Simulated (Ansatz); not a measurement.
Zr2Ti3N5

Input

```
crystal:
  lattice:
    - [-1.5636879, 1.5636879, 10.9772626]
    - [1.5636879, -1.5636879, 10.9772626]
    - [1.5636879, 1.5636879, -10.9772626]
  atoms:
    - { symbol: Zr, position: [0.695314, 0.695314, 0.0] }
    - { symbol: Zr, position: [0.304686, 0.304686, 0.0] }
    - { symbol: Ti, position: [0.093789, 0.093789, 0.0] }
    - { symbol: Ti, position: [0.906211, 0.906211, 0.0] }
    - { symbol: Ti, position: [0.5, 0.5, 0.0] }
    - { symbol: "N", position: [0.0, 0.0, 0.0] }
    - { symbol: "N", position: [0.594985, 0.594985, 0.0] }
    - { symbol: "N", position: [0.1962, 0.1962, 0.0] }
    - { symbol: "N", position: [0.8038, 0.8038, 0.0] }
    - { symbol: "N", position: [0.405015, 0.405015, 0.0] }
basis:
  ecutwfc: 420
kpoints:
  mp_grid: { grid: [16, 16, 16] }
hamiltonian:
  xc: pbe
scf:
  occupations: { method: gaussian, width: 0.1 }
output:
  forces: true
  stress: true
  eigenvalues: true
  write_density: true
  write_potential: true
  elf: true
  volumetric_format: npy
relax:
  adjacent_minimum: "off"
  f_tol: 0.01
  max_steps: 80
  cell: { stress_tol: 0.05 }
```

Launched as:

```sh
ansatz run input.yaml --threads 4 --pin off --max-ram 8192MiB --backend cpu --events-out ev --progress --plain --runs-dir out
```

Below, planes, directions and counts refer to the conventional cell (a = 3.13 Å, b = 3.13 Å, c = 21.95 Å, α = 90.00°, β = 90.00°, γ = 90.00°).

Space group I4/mmm; a structure generated by program, which may or may not match a known phase; computed without spin polarisation.

All numbers below come from DFT PBE, scalar-relativistic, plane waves, PAW (Ansatz).

Q: What will maps of the valence pseudo-density and electron localisation function show?

A: Ti–N (2.06 Å): ρ is about 0.58 e/Å³ halfway; the ELF peaks at about 0.85 in the valence shell of N, 0.6 Å from its nucleus, and is about 0.20 at the midpoint (no shared electron pair shows on this line).
Zr–N (2.20 Å): ρ at the midpoint is about 0.56 e/Å³; the ELF peaks at about 0.85 in the valence shell of N, 0.6 Å from its nucleus, and drops to about 0.20 between the two atoms; no shared electron pair shows on this line.
Zr–Zr (3.13 Å): ρ is about 0.2 e/Å³ halfway; the ELF is about 0.15 at the midpoint; no shared electron pair shows on this line.
Zr–N (2.38 Å): ρ is about 0.37 e/Å³ halfway; the ELF peaks at about 0.80 in the valence shell of N, 0.7 Å from its nucleus, and drops to about 0.10 between the two atoms; no localised pair shows between them.

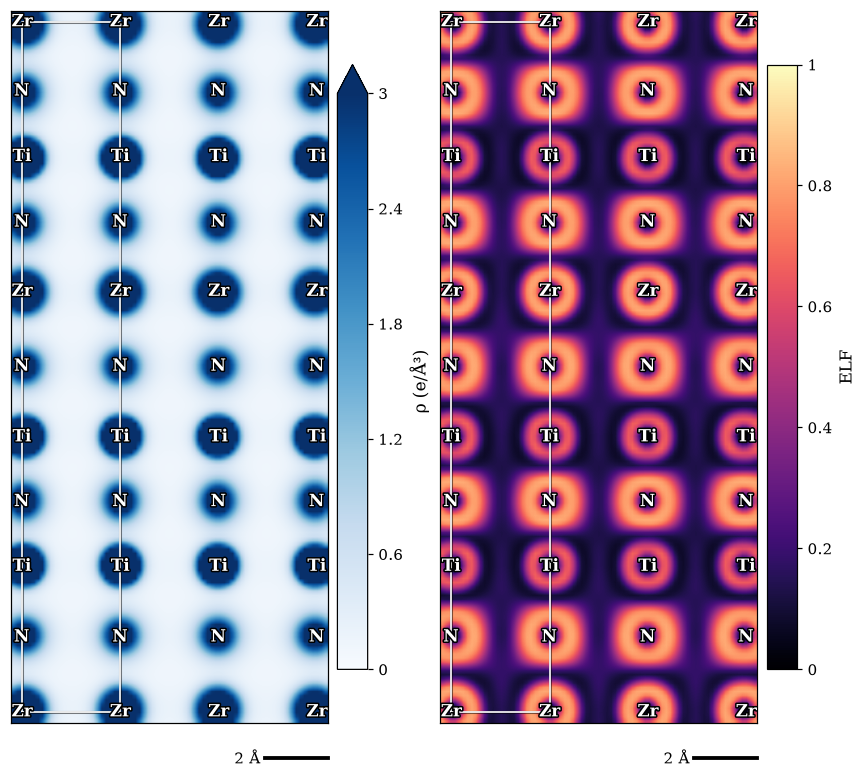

Computed valence pseudo-density and electron localisation function on the (010) plane of the conventional cell, in this order. 

In a PAW calculation such maps are meaningful between the atoms, not at the nuclei.
